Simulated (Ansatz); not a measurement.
**Ti2O3: pressure series**

Base system: Ti2O3 in the corundum structure (space group R-3c, No. 167).

```
Ti2O3
1.0
    2.51933     1.45454     4.62714
   -2.51933     1.45454     4.62714
    0.00000    -2.90907     4.62714
Ti O
4 6
Cartesian
  0.00000   0.00000  11.73553
  0.00000   0.00000   2.14590
  0.00000   0.00000   9.08661
  0.00000   0.00000   4.79481
 -0.94824  -1.45454   5.78393
  0.94824   1.45454   8.09750
  1.73379  -0.09393   5.78393
 -1.73379   0.09393   8.09750
 -0.78554   1.54847   5.78393
  0.78554  -1.54847   8.09750
```

Cell and atoms are relaxed at each pressure.

Calculations: PBEsol (Ansatz, a first-principles code), no spin-orbit coupling.

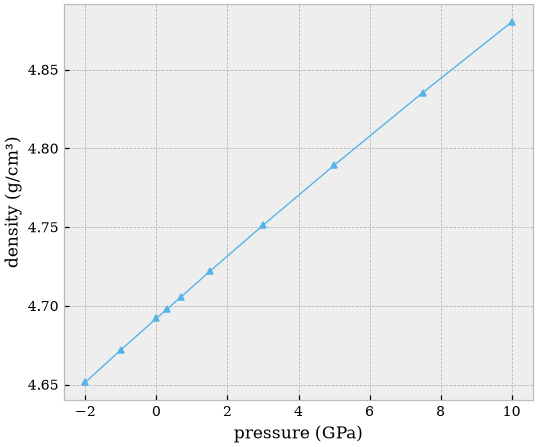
Density against pressure

### Question
From the plot, what is the density for pressure 0.3 GPa?

### Answer
About 4.70 g/cm³.

### Question
Is the trend monotonic over the range shown?

### Answer
Yes, it rises throughout, spanning 4.65 g/cm³ to 4.88 g/cm³.

Load acts through the strain it causes; cell and atoms are relaxed under it. Whether these cells are dynamically stable was not tested. Competing high-pressure phases were not computed. No Hubbard U is applied, and correlation can decide whether such a compound is a metal. All final runs are without spin polarisation.
